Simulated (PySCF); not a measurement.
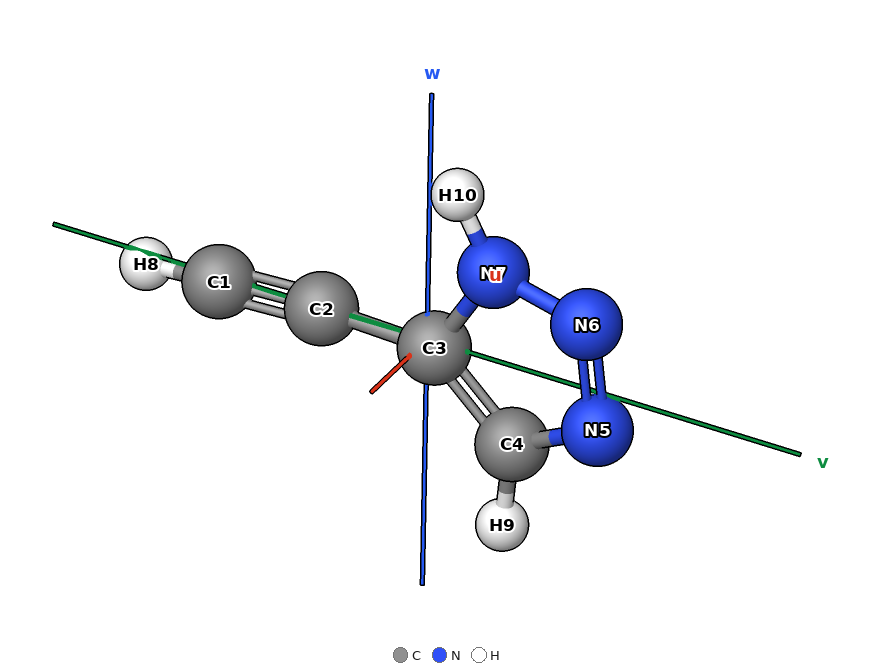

The lines u, v and w are the principal axes of the static dipole polarisability. Geometry: a frame of a GFN2-xTB molecular-dynamics simulation, not a minimum. Method: PBE0/def2-SVPD (PySCF 2.14.0).

Along which axis is the molecule most polarisable, and along which least?

Most along v (nearly parallel to the C2–C3 bond), least along u.

Give the three principal values.

u 39.5, v 103.6, w 59.4 bohr³; mean 67.5, anisotropy 56.9 bohr³.
